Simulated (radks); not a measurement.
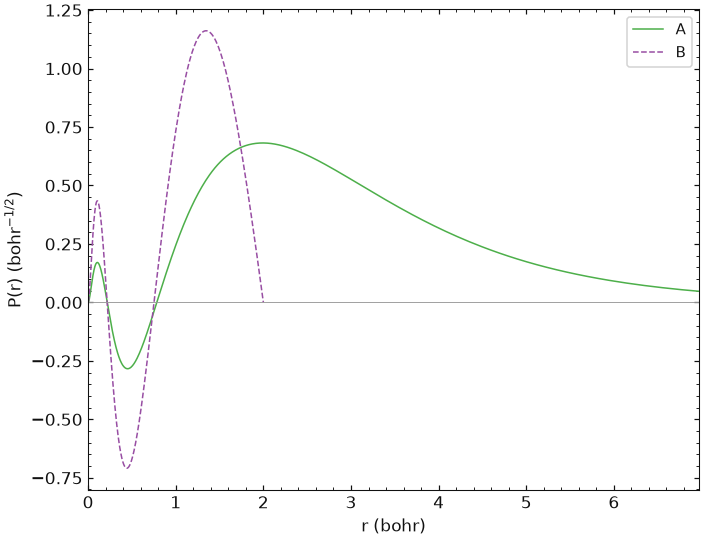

The neutral arsenic atom in [Ar] 3d10 4s2 4p3 (high spin) was computed in two surroundings: the free atom or ion; the hard spherical wall at 2 bohr. Method: non-relativistic Kohn-Sham, r2SCAN, spin-polarised, spherical densities, point nucleus; computed with the in-house radial solver radks.

The plot shows P(r) = r R(r) of the 4p up orbital in both runs.

Q: Assign A and B.

Answer: A is the free atom or ion (⟨r⟩ = 2.49 bohr, eigenvalue −6.34 eV); B is the hard spherical wall at 2 bohr (⟨r⟩ = 1.21 bohr, eigenvalue 67.5 eV). The tighter surroundings squeeze the orbital.
